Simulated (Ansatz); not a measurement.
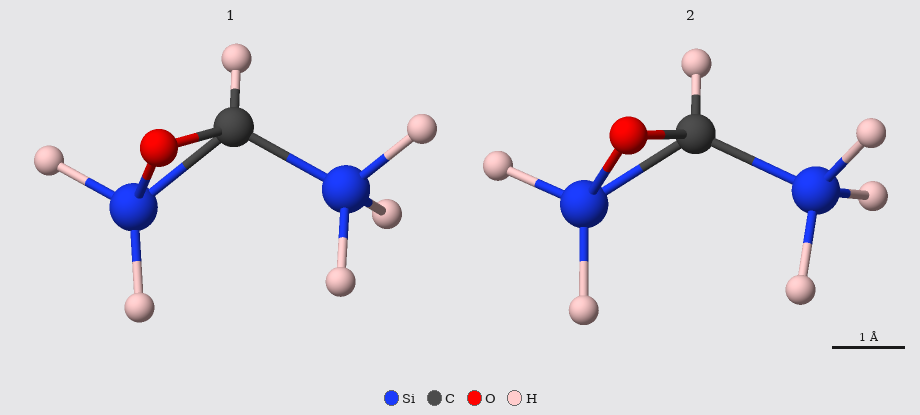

Two geometries of CH6OSi2 (coarse preliminary run), drawn at one scale. One is the start of a relaxation, the other its converged end. The picture is a ball-and-stick view, seen at a tilt.

Method: Ansatz 0.2.0, RKS PBE-D4/def2-SVP. (force threshold 0.03 eV/Å; at most 200 steps)

**Which of the two is the end point?**

Structure 2 is the relaxed one. The start comes from a force field. An H atom moves most after the best rigid fit: 0.44 Å. By element the largest moves are H 0.44 Å, O 0.24 Å, C 0.21 Å, Si 0.18 Å. Near-neighbour distances that change, for instance: O–Si 1.576 → 1.711 Å, C–O 1.401 → 1.495 Å, C–Si 1.807 → 1.890 Å, H–Si 1.420 → 1.495 Å. Among the angles between lasting bonds that change: Si–C–Si 113.2° → 122.7°, H–Si–H 122.7° → 114.7°, O–Si–H 108.9° → 116.2°. Groups turn about C–Si by about 25°. The energy falls by 0.838 eV in 7 accepted moves (9 points after the start). Largest force component: 4.9 eV/Å at the start, 0.0088 eV/Å at the end. The line search rejected the trial steps at points 3, 8 of the run.
